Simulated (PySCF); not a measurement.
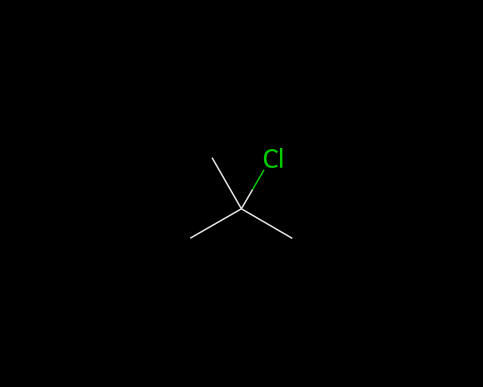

A structural formula.

**Give its SMILES.**

CC(C)(C)Cl

**Give the formula, hydrogens included.**

C4H9Cl.

**An optimisation with PBE0-D3(BJ)/def2-SVP gave a structure of which point group?**

C3v.

The parts below concern this one geometry. Atoms keep their numbers from picture to picture. The geometry was computed by an optimisation with PBE0-D3(BJ)/def2-SVP. No frequency run is at hand to confirm it as a minimum.

Geometry

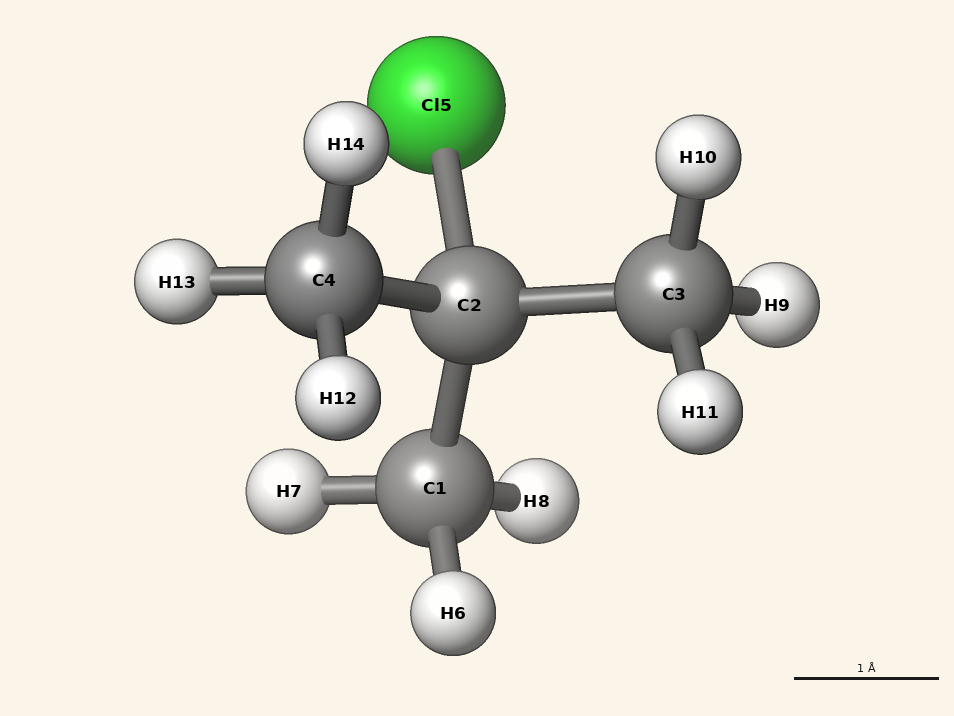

Numbered structure. No frequency run is at hand to confirm it as a minimum.

Give the bond lengths.

| bond | length (Å) | order |
| --- | --- | --- |
| C1–C2 | 1.519 | single |
| C1–H6 | 1.102 | single |
| C1–H7 | 1.099 | single |
| C1–H8 | 1.099 | single |
| C2–C3 | 1.520 | single |
| C2–C4 | 1.519 | single |
| C2–Cl5 | 1.830 | single |
| C3–H9 | 1.099 | single |
| C3–H10 | 1.099 | single |
| C3–H11 | 1.102 | single |
| C4–H12 | 1.102 | single |
| C4–H13 | 1.099 | single |
| C4–H14 | 1.099 | single |

NMR shielding

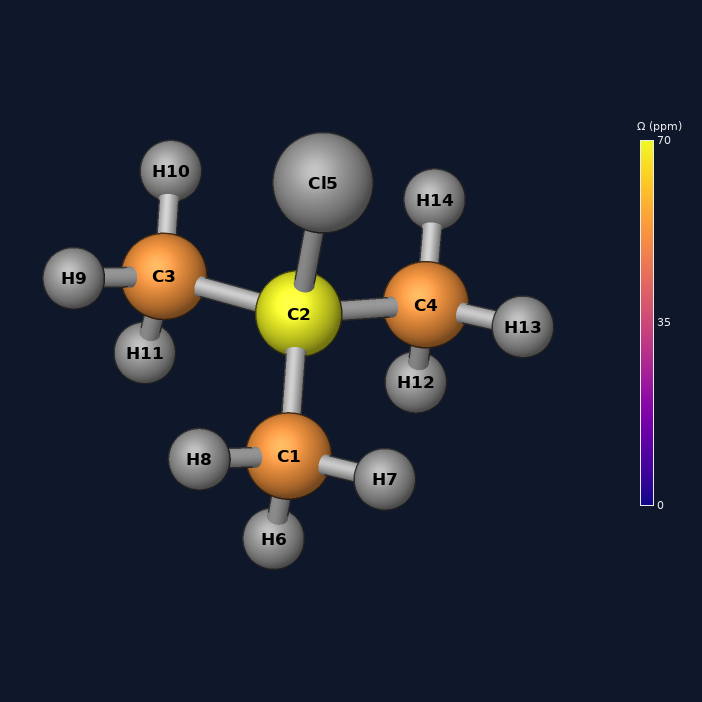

The C atoms are coloured by the span of their shielding tensor. No frequency run is at hand to confirm it as a minimum. Level of theory: GIAO PBE0/pcSseg-2 NMR shielding, non-relativistic, gas phase (PySCF 2.14.0). Principal shieldings σ11 ≤ σ22 ≤ σ33, span Ω = σ33 − σ11, skew κ = 3(σiso − σ22)/Ω.

**Which C atom has the most anisotropic shielding?**

C2, with a span of 69 ppm.

Give the shielding tensors of the C atoms.

```csv
atom,σ11,σ22,σ33,σiso,Ω,κ
"C1, C3, C4",127.5,134.6,180.3,147.4,52.8,0.73
C2,87.9,88.0,157.1,111.0,69.2,1.00
```

Shieldings and span in ppm.

Core levels

No frequency run is at hand to confirm it as a minimum. Method: delta-SCF UKS SCAN, pcX-2 on the ionised atom, pcseg-1 elsewhere, spin-free X2C (PySCF 2.14.0).

Give the core-electron binding energies (to vacuum; p and d levels without spin–orbit splitting) of C1 1s, C2 1s, Cl5 1s, Cl5 2p.

| atom | level | binding energy (eV) |
| --- | --- | --- |
| C1 | 1s | 290.9 |
| C2 | 1s | 292.3 |
| Cl5 | 1s | 2827.9 |
| Cl5 | 2p | 205.8 |

Electronic properties

No frequency run is at hand to confirm it as a minimum. Method: PBE0/pcSseg-2, gas phase (PySCF 2.14.0).

Predict the main results.

- dipole moment: 2.29 D
- HOMO energy (Kohn–Sham orbital): −8.25 eV
- LUMO energy (Kohn–Sham orbital): 0.46 eV
- HOMO–LUMO gap: 8.72 eV

Quadrupole coupling

No frequency run is at hand to confirm it as a minimum. Electric field gradients from the ground-state density, PBE0/pcSseg-1 (PySCF 2.14.0), non-relativistic apart from any core potentials.

Give the largest field-gradient component, the quadrupole coupling constant and the asymmetry for 35Cl at Cl5 (Q = −81.7 mb), 2H at H6 (Q = 2.86 mb), 2H at H7 (Q = 2.86 mb).

```
atom  V_zz (a.u.)  e²qQ/h (MHz)     η
 Cl5        3.703         −71.1  0.00
  H6        0.289         0.194  0.03
  H7        0.292         0.196  0.03
```
